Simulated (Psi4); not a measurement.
# N$_{2}$: geometry relaxation (part 2 of 2)

The same run, continued: N$_{2}$; CAM-B3LYP/6-311+G**, RKS (Psi4 1.11). The geometry comes from this level: PBE0-D4/def2-TZVP. The settings are looser than a standard set-up, so the numbers are not reference values.

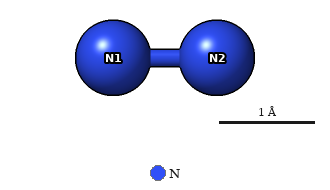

Fig. 1: The geometry at step 1 of the log (ball-and-stick view, seen at a tilt; atoms are numbered from 1 in the order of the input).

**The program's output, continued**
```
   @RKS iter   0:  -109.51441518643115   -1.09514e+02   7.63900e-05
   @RKS iter   1:  -109.51511750964580   -7.02323e-04   1.03884e-05 DIIS
   @RKS iter   2:  -109.51511758476651   -7.51207e-08   5.50318e-06 DIIS
   @RKS iter   3:  -109.51511760648394   -2.17174e-08   3.73961e-07 DIIS
   @RKS iter   4:  -109.51511760656655   -8.26077e-11   8.05130e-08 DIIS
   @RKS iter   5:  -109.51511760657255   -5.99698e-12   6.22722e-09 DIIS
  Energy and wave function converged.

  ==> Post-Iterations <==

   Electrons on quadrature grid:
      Ntotal   =   14.0004637625 ; deviation = 4.638e-04

    Final Occupation by Irrep:
              A
    DOCC [     7 ]
    NA   [     7 ]
    NB   [     7 ]

  @RKS Final Energy:  -109.51511760657255

   => Energetics <=

    Nuclear Repulsion Energy =             23.7836331079111361
    One-Electron Energy =                -194.7805434006503447
    Two-Electron Energy =                  71.5461091345162998
    DFT Exchange-Correlation Energy =     -10.0643164483496346
    Empirical Dispersion Energy =           0.0000000000000000
    VV10 Nonlocal Energy =                  0.0000000000000000
    Total Energy =                       -109.5151176065725451

Computation Completed

Properties will be evaluated at   0.000000,   0.000000,   0.000000 [a0]

Properties computed using the SCF density matrix

 Multipole Moments:

 ------------------------------------------------------------------------------------
     Multipole            Electronic (a.u.)      Nuclear  (a.u.)        Total (a.u.)
 ------------------------------------------------------------------------------------

 L = 1.  Multiply by 2.5417464519 to convert [e a0] to [Debye]
 Dipole X            :         -0.0000000            0.0000000           -0.0000000
 Dipole Y            :         -0.0000000            0.0000000           -0.0000000
 Dipole Z            :         -0.0000000            0.0000000           -0.0000000
 Magnitude           :                                                    0.0000000

 ------------------------------------------------------------------------------------

	total time  =          1 seconds =       0.02 minutes

         ------------------------------------------------------------
                                   SCF GRAD
         ------------------------------------------------------------

  ==> Geometry <==

    Molecular point group: c1
    Full point group: D_inf_h

    Geometry (in Angstrom), charge = 0, multiplicity = 1:

       Center              X                  Y                   Z               Mass
    ------------   -----------------  -----------------  -----------------  -----------------
         N            0.545116114203     0.000000000000     0.000000000000    14.003074004430
         N           -0.545116114203    -0.000000000000     0.000000000000    14.003074004430

  Nuclear repulsion =   23.783633107911136

   => Molecular Quadrature <=

    Radial Scheme          =       TREUTLER
    Pruning Scheme         =           NONE
    Nuclear Scheme         =       TREUTLER

    Blocking Scheme        =         OCTREE
    BS radius alpha        =              1
    Pruning alpha          =              1
    Radial Points          =             25
    Spherical Points       =             50
    Total Points           =           2480
    Total Blocks           =             28
    Max Points             =            188
    Max Functions          =             44
    Weights Tolerance      =       1.00E-15

  -Total Gradient:
     Atom            X                  Y                   Z
    ------   -----------------  -----------------  -----------------
       1       -0.000283393692     0.000000000000     0.000000000000
       2        0.000283393692    -0.000000000000    -0.000000000000

	total time  =          0 seconds =       0.00 minutes

    			-----------------------------------------

    			 OPTKING 3.0: for geometry optimizations

    			        with contributions from

    			-----------------------------------------

	                            ===> Fragment 1 <==

	 Z (Atomic Numbers)          Masses                          Geom
	       7.000000            14.003074          1.03012016  0.00000000  0.00000000
	       7.000000            14.003074         -1.03012016 -0.00000000  0.00000000

	 - Coordinate -           - BOHR/RAD -       - ANG/DEG -
	 R(1,2)           =         2.060240           1.090232

	        --- Internal Coordinate Step in ANG or DEG, aJ/ANG or AJ/DEG ---
	-------------------------------------------------------------------------------
	           Coordinate      Previous         Force          Change          New
	           ----------      --------        ------          ------        ------
	               R(1,2)       1.09023        0.00233        0.00009       1.09032
	-------------------------------------------------------------------------------

	                                 ==> Convergence Check <==

	Measures of convergence in internal coordinates in au.

	Criteria marked as inactive (o), active & met (*), and active & unmet ( ).

	----------------------------------------------------------------------------------------------
	   Step    Total Energy     Delta E     Max Force     RMS Force      Max Disp      RMS Disp
	----------------------------------------------------------------------------------------------
	  Convergence Criteria              o    1.50e-05 *    1.00e-05 *    6.00e-05 *    4.00e-05 *
	----------------------------------------------------------------------------------------------
	     2    -109.51511761   -2.15e-06 o    2.83e-04      2.83e-04      1.71e-04      1.71e-04    ~
	----------------------------------------------------------------------------------------------

Next Geometry in Ang
	Fragment 1 (Ang)

	    N   0.5451614419   0.0000000000   0.0000000000
	    N  -0.5451614419  -0.0000000000   0.0000000000

    Structure for next step:
    Molecular point group: c1
    Full point group: D_inf_h

    Geometry (in Angstrom), charge = 0, multiplicity = 1:

    N            0.545161441899     0.000000000000     0.000000000000
    N           -0.545161441899    -0.000000000000     0.000000000000

gradient() will perform analytic gradient computation.

  ==> Geometry <==

    Molecular point group: c1
    Full point group: D_inf_h

    Geometry (in Angstrom), charge = 0, multiplicity = 1:

       Center              X                  Y                   Z               Mass
    ------------   -----------------  -----------------  -----------------  -----------------
         N            0.545161441899     0.000000000000     0.000000000000    14.003074004430
         N           -0.545161441899    -0.000000000000     0.000000000000    14.003074004430

  Running in c1 symmetry.

  Rotational constants: A = ************  B =      2.02532  C =      2.02532 [cm^-1]
  Rotational constants: A = ************  B =  60717.45458  C =  60717.45458 [MHz]
  Nuclear repulsion =   23.781655606940664

  Charge       = 0
  Multiplicity = 1
  Electrons    = 14
  Nalpha       = 7
  Nbeta        = 7

  ==> DiskJK: Disk-Based J/K Matrices <==

    J tasked:                  Yes
    K tasked:                  Yes
    wK tasked:                 Yes
    Omega:               3.300E-01
    Memory [MiB]:             1141
    Schwarz Cutoff:          1E-12

  Cached 100.0% of DFT collocation blocks in 0.003 [GiB].

  Minimum eigenvalue in the overlap matrix is 2.0413998456E-04.
  Reciprocal condition number of the overlap matrix is 4.4011849785E-05.
    Using symmetric orthogonalization.

  ==> Iterations <==

                        Total Energy        Delta E     RMS |[F,P]|

   @RKS iter   0:  -109.51502295077613   -1.09515e+02   1.02684e-05
   @RKS iter   1:  -109.51511769059107   -9.47398e-05   1.39863e-06 DIIS
   @RKS iter   2:  -109.51511769195282   -1.36176e-09   7.41164e-07 DIIS
   @RKS iter   3:  -109.51511769234658   -3.93754e-10   5.02926e-08 DIIS
   @RKS iter   4:  -109.51511769234821   -1.63425e-12   1.08322e-08 DIIS
   @RKS iter   5:  -109.51511769234824   -2.84217e-14   8.38501e-10 DIIS
  Energy and wave function converged.

  ==> Post-Iterations <==

   Electrons on quadrature grid:
      Ntotal   =   14.0004638646 ; deviation = 4.639e-04

    Orbital Energies [Eh]
    ---------------------

    Doubly Occupied:

       1A    -14.497764     2A    -14.495921     3A     -1.223759
       4A     -0.630368     5A     -0.545819     6A     -0.545819
       7A     -0.511874

    Virtual:

       8A      0.022010     9A      0.022010    10A      0.097090
      11A      0.107216    12A      0.119723    13A      0.119723
      14A      0.172015    15A      0.202895    16A      0.202895
      17A      0.287437    18A      0.569020    19A      0.721628
      20A      0.761857    21A      0.761857    22A      0.870829
      23A      0.870829    24A      0.960575    25A      0.980031
      26A      1.284735    27A      1.728766    28A      1.736411
      29A      1.774331    30A      1.774331    31A      2.232226
      32A      2.240057    33A      2.571238    34A      2.937144
      35A      2.937144    36A      3.226565    37A      3.729733
      38A      3.729733    39A      4.014952    40A      4.014952
      41A      4.271594    42A      4.563550    43A     35.083915
      44A     36.381942

    Final Occupation by Irrep:
              A
    DOCC [     7 ]
    NA   [     7 ]
    NB   [     7 ]

  @RKS Final Energy:  -109.51511769234824

   => Energetics <=

    Nuclear Repulsion Energy =             23.7816556069406637
    One-Electron Energy =                -194.7767339445401831
    Two-Electron Energy =                  71.5441848828785538
    DFT Exchange-Correlation Energy =     -10.0642242376272666
    Empirical Dispersion Energy =           0.0000000000000000
    VV10 Nonlocal Energy =                  0.0000000000000000
    Total Energy =                       -109.5151176923482410

Computation Completed

Properties will be evaluated at   0.000000,   0.000000,   0.000000 [a0]

Properties computed using the SCF density matrix

 Multipole Moments:

 ------------------------------------------------------------------------------------
     Multipole            Electronic (a.u.)      Nuclear  (a.u.)        Total (a.u.)
 ------------------------------------------------------------------------------------

 L = 1.  Multiply by 2.5417464519 to convert [e a0] to [Debye]
 Dipole X            :         -0.0000000            0.0000000           -0.0000000
 Dipole Y            :         -0.0000000            0.0000000           -0.0000000
 Dipole Z            :         -0.0000000            0.0000000           -0.0000000
 Magnitude           :                                                    0.0000000

 ------------------------------------------------------------------------------------

	total time  =          0 seconds =       0.00 minutes

         ------------------------------------------------------------
                                   SCF GRAD
         ------------------------------------------------------------

  ==> Geometry <==

    Molecular point group: c1
    Full point group: D_inf_h

    Geometry (in Angstrom), charge = 0, multiplicity = 1:

       Center              X                  Y                   Z               Mass
    ------------   -----------------  -----------------  -----------------  -----------------
         N            0.545161441899     0.000000000000     0.000000000000    14.003074004430
         N           -0.545161441899    -0.000000000000     0.000000000000    14.003074004430

  Nuclear repulsion =   23.781655606940664

   => Molecular Quadrature <=

    Radial Scheme          =       TREUTLER
    Pruning Scheme         =           NONE
    Nuclear Scheme         =       TREUTLER

    Blocking Scheme        =         OCTREE
    BS radius alpha        =              1
    Pruning alpha          =              1
    Radial Points          =             25
    Spherical Points       =             50
    Total Points           =           2480
    Total Blocks           =             28
    Max Points             =            188
    Max Functions          =             44
    Weights Tolerance      =       1.00E-15

  -Total Gradient:
     Atom            X                  Y                   Z
    ------   -----------------  -----------------  -----------------
       1       -0.000000738128    -0.000000000000     0.000000000000
       2        0.000000738128     0.000000000000    -0.000000000000

	total time  =          0 seconds =       0.00 minutes

    			-----------------------------------------

    			 OPTKING 3.0: for geometry optimizations

    			        with contributions from

    			-----------------------------------------

	                            ===> Fragment 1 <==

	 Z (Atomic Numbers)          Masses                          Geom
	       7.000000            14.003074          1.03020582  0.00000000  0.00000000
	       7.000000            14.003074         -1.03020582 -0.00000000  0.00000000

	 - Coordinate -           - BOHR/RAD -       - ANG/DEG -
	 R(1,2)           =         2.060412           1.090323

	        --- Internal Coordinate Step in ANG or DEG, aJ/ANG or AJ/DEG ---
	-------------------------------------------------------------------------------
	           Coordinate      Previous         Force          Change          New
	           ----------      --------        ------          ------        ------
	               R(1,2)       1.09032        0.00001        0.00000       1.09032
	-------------------------------------------------------------------------------

	                                 ==> Convergence Check <==

	Measures of convergence in internal coordinates in au.

	Criteria marked as inactive (o), active & met (*), and active & unmet ( ).

	----------------------------------------------------------------------------------------------
	   Step    Total Energy     Delta E     Max Force     RMS Force      Max Disp      RMS Disp
	----------------------------------------------------------------------------------------------
	  Convergence Criteria              o    1.50e-05 *    1.00e-05 *    6.00e-05 *    4.00e-05 *
	----------------------------------------------------------------------------------------------
	     3    -109.51511769   -8.58e-08 o    7.38e-07 *    7.38e-07 *    4.46e-07 *    4.46e-07 *  ~
	----------------------------------------------------------------------------------------------

Next Geometry in Ang
	Fragment 1 (Ang)

	    N   0.5451615600   0.0000000000   0.0000000000
	    N  -0.5451615600  -0.0000000000   0.0000000000

    Final optimized geometry and variables:
    Molecular point group: c1
    Full point group: D_inf_h

    Geometry (in Angstrom), charge = 0, multiplicity = 1:

    N            0.545161441899     0.000000000000     0.000000000000
    N           -0.545161441899    -0.000000000000     0.000000000000

[set-up sections that repeat, and orbital energies of the middle runs, are left out above]
```

**Standard output**
```
Optimizer: Optimization complete!
total energy -109.51511769 hartree = -2980.05814 eV
2
0 1 N2
N                     0.545161441899     0.000000000000     0.000000000000
N                    -0.545161441899     0.000000000000     0.000000000000
```

**Trajectory as extended XYZ (Å, eV, eV/Å), 3 frames, from step=0 to step=2**
```
2
Properties=species:S:1:pos:R:3:forces:R:3 step=0 energy=-2980.05811
N     0.4655   -0.1503    0.2398    0.1050  -0.0339   0.0541
N    -0.4655    0.1503   -0.2398   -0.1050   0.0339  -0.0541
2
Properties=species:S:1:pos:R:3:forces:R:3 step=1 energy=-2980.05816
N     0.4658   -0.1504    0.2399    0.0124  -0.0040   0.0064
N    -0.4658    0.1504   -0.2399   -0.0124   0.0040  -0.0064
2
Properties=species:S:1:pos:R:3:forces:R:3 step=2 energy=-2980.05817
N     0.4658   -0.1504    0.2400    0.0000   0.0000   0.0000
N    -0.4658    0.1504   -0.2400    0.0000   0.0000   0.0000
```

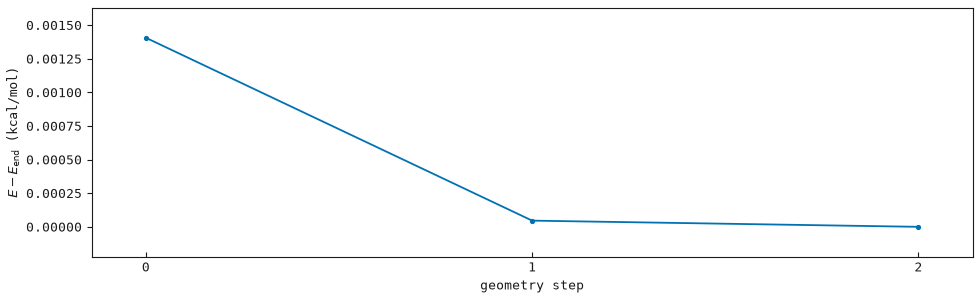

Fig. 2: Progress of the relaxation, step by step (steps are counted from 0). Over 2 geometry steps the energy falls by next to nothing (0.0 kcal/mol). The largest force component goes from 0.11 to under 0.0001 eV/Å. No atom moves by more than 0.005 Å after the best rigid fit.

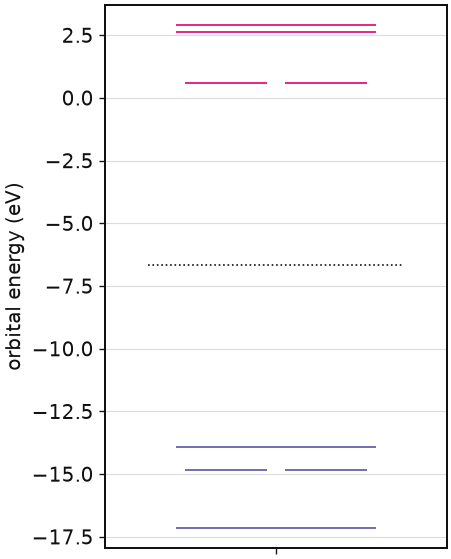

Fig. 3: Orbital energies near the frontier; the dotted line parts filled from empty levels, and levels within 0.02 eV of each other stand side by side. Highest filled −13.93 eV, lowest empty 0.60 eV, 14.53 eV apart.

The run was set up as follows.

**Input file (job.py)**
```python
import psi4

psi4.set_memory(1600000000)
psi4.set_num_threads(1)
psi4.set_output_file('psi4.out', False)

geom = psi4.geometry("""
0 1
N      0.465500    -0.150300     0.239800
N     -0.465500     0.150300    -0.239800
symmetry c1
""")

psi4.set_options({
    'puream': True,
    'scf_type': 'pk',
    'dft_radial_points': 25,
    'dft_spherical_points': 50,
    'g_convergence': 'gau_tight',
    'geom_maxiter': 50,
})

e_tot, wfn = psi4.optimize('cam-b3lyp/6-311+G**', molecule=geom, return_wfn=True)
print(f'total energy {e_tot:.8f} hartree = {e_tot * 27.211386:.5f} eV')
print(geom.to_string(dtype='xyz', units='Angstrom'))
```

Run as:
```bash
python job.py
```

**Summary**

```tsv
quantity	value
outcome	converged
total energy	−109.515118 hartree
basis functions	44
HOMO	−13.93 eV
LUMO	0.60 eV
dipole moment	0.00 D
hardware	1 thread of AMD EPYC (Zen 5), 16 GiB of memory available, shared host
wall time	2.8 s
peak memory	0.24 GiB
```

**Notes**

Settings chosen away from the usual ones: grid set to [25, 50] (from [15, 26]). These settings are looser than, or depart from, a standard set-up, so the numbers are not reference values for this system.
